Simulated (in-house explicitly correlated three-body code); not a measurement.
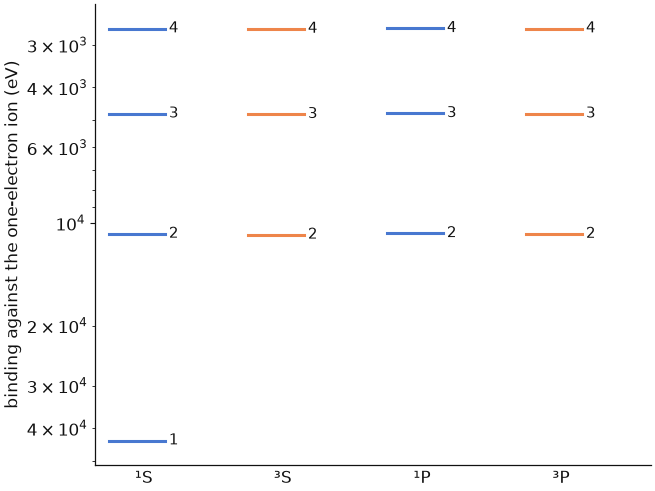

Two electrons around a point charge Z = 57.168. Computed variationally in 260 exponentially correlated functions with an in-house code, non-relativistic, converged to about 10⁻⁸ of the energy. The plot shows the bound S and P states that converged, by term and principal number n, on a logarithmic scale of binding.

> How do singlets and triplets lie?

The ground state is bound by 43.50 keV. The n = 2 states drawn run, from the deepest, 2 ³S (10.83 keV), 2 ³P (10.77 keV), 2 ¹S (10.76 keV), 2 ¹P (10.72 keV). Exchange puts 2 ³S below 2 ¹S by 66.5 eV and 2 ³P below 2 ¹P by 50.8 eV. Quantum defects n − (Z − 1)/√(2 E(binding)): 2 ³S 0.009, 2 ³P 0.003, 2 ¹S 0.003, 2 ¹P −0.001.
